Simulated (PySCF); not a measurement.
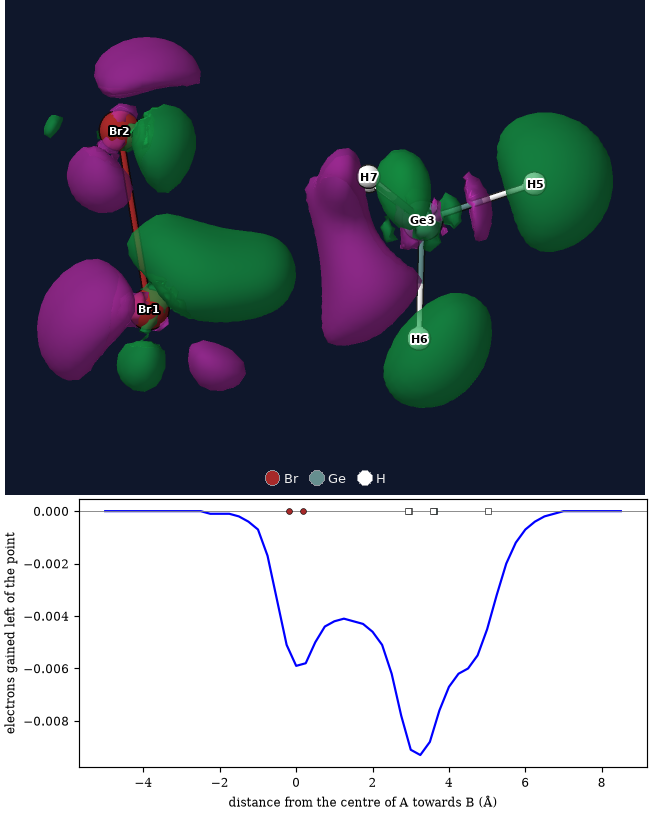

Figure. Br2GeH4, SMILES `BrBr.[GeH4]`. Density of the complex less the densities of the two fragments at the same geometry, ±0.0006 e/Å³ (green: gain, purple: loss). Fragment A: Br2 (atoms 1–2); fragment B: GeH4. Below: the charge-displacement curve along the line of centres (A on the left).

PySCF calculation, r2SCAN/def2-SVPD, gas phase; geometry: GFN2-xTB. GFN2-xTB bond lengths at metals and heavier atoms can be off by up to 0.1 Å and shapes distorted, which carries into these values.

> How is the density rearranged on binding?

Hirshfeld charges show 0.004 e passing from A to B. 0.02 e is displaced in all, which induces a dipole of 0.18 D.

> What is the interaction energy, and which contacts carry it?

The counterpoise-corrected interaction energy of the frozen fragments is 0.0 kcal/mol without dispersion correction and −0.6 kcal/mol with D3(BJ). The pair geometry is semi-empirical, not a minimum at this level. Contacts: Br1···Ge3, 3.61 Å, ρ = 0.008 a.u. The pose is a local one from a semi-empirical search, not shown to be the most stable.
